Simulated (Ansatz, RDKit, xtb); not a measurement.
# Isomers of C4H4BN3, a sample narrowed down

A sample of isomers of C4H4BN3 is drawn. Aim: find which of them has the lowest free energy at 298.15 K, then its properties. The sample is small against all isomers, and the most stable one of this formula need not be in it.

The funnel: GFN2-xTB relaxations, single points with a density functional, relaxations at PBE0-D3(BJ)/def2-SVP, harmonic vibrations (at GFN2-xTB), and a last energy at a higher level. All values are calculated.

### Step 1. Candidates

Isomers were taken from a list of plausible structures; this is a sample, not all of them. That gives 12 candidates.

```tsv
label	SMILES	spin
c102	Bn1nccc1C#N	singlet
c257	Bc1n[nH]cc1C#N	singlet
c260	Bc1cn[nH]c1C#N	singlet
c314	Bc1cnn(C#N)c1	singlet
c432	Bn1ccc(C#N)n1	singlet
c522	Bc1ccn(C#N)n1	singlet
c620	Bc1[nH]ncc1C#N	singlet
c733	Bc1cc(C#N)[nH]n1	singlet
c754	Bc1c[nH]nc1C#N	singlet
c888	Bc1ccnn1C#N	singlet
c991	Bn1cc(C#N)cn1	singlet
c998	Bc1cc(C#N)n[nH]1	singlet
```

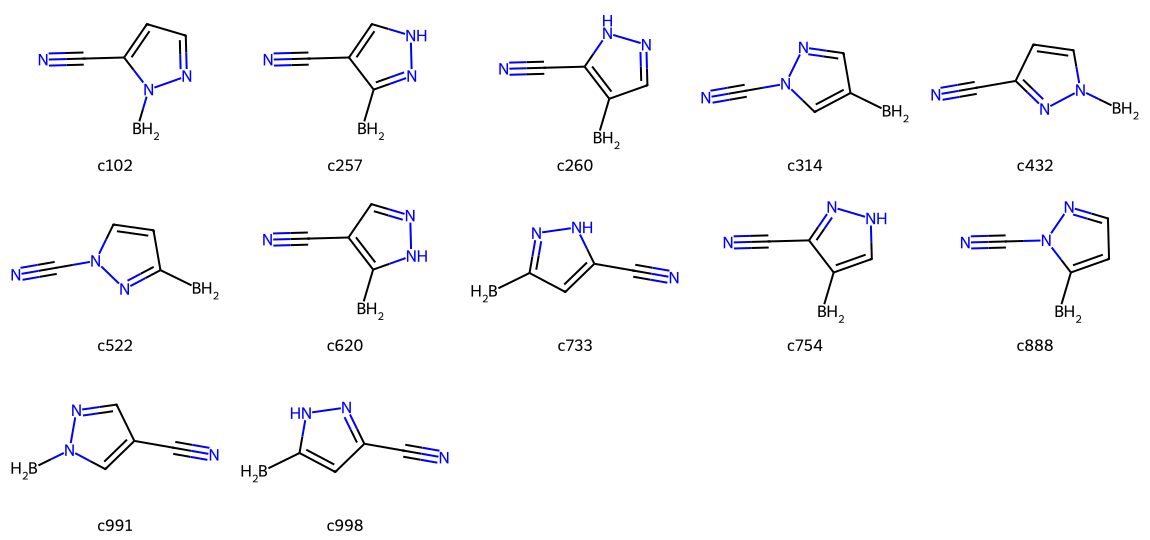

Structural formulas of the candidates.

Candidates are built by distance geometry, with a force field where one applies, in up to four conformers (letters a to d).

**Question.** With final energies at CCSD(T)/def2-SVP + MP2/def2-TZVPP - MP2/def2-SVP, which structure will this search put lowest in free energy, and by what margin?

| quantity | value |
| --- | --- |
| lowest structure found | Bn1cc(C#N)cn1, singlet |
| next finalist | Bn1ccc(C#N)n1, singlet, 1.6 kcal/mol higher in G |
| share at equilibrium, among the finalists | 91.8 % |

The lowest structure found is `Bn1cc(C#N)cn1`. The margin, 1.6 kcal/mol, is modest. GFN2-xTB, HF/STO-3G, r2SCAN-D4/def2-SVP, PBE0-D3(BJ)/def2-SVP, HF/def2-SVP and MP2/def2-SVP already put its bonding pattern lowest among the structures in one piece. Lowest found is not proven lowest: the search is finite, and each finalist counts with one conformer. Only 12 drawn patterns were tried, so whole families of isomers are missing, and the result ranks this sample alone. The lowest isomer need not be the one that is made and kept in a bottle, which depends on barriers.
